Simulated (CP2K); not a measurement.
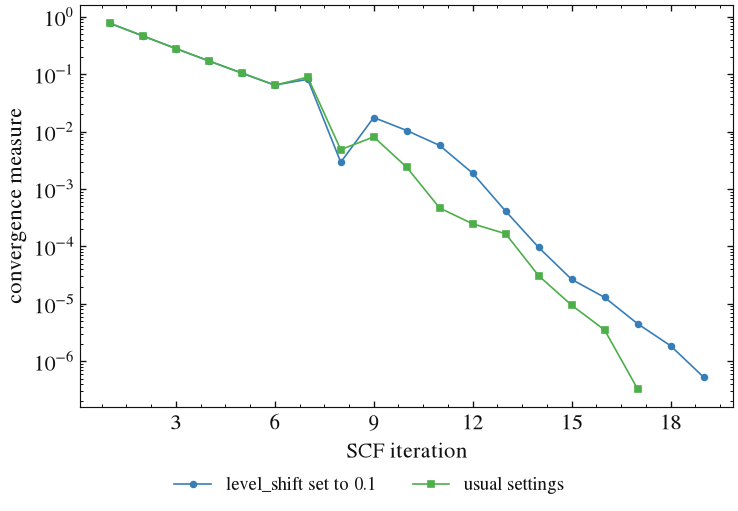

Two SCF runs that differ in one setting.
CH$_{8}$B$_{2}$OSi (SMILES BCBO[SiH3]); RHF PM6 in CP2K 2026.2.

### Which runs converged, and in how many iterations?

“usual settings” converged in 17 iterations. “level_shift set to 0.1” converged in 19 iterations. A level shift pushes the empty orbitals up, which shortens each step: safer, but slower. Both end at the same energy within 1 meV.
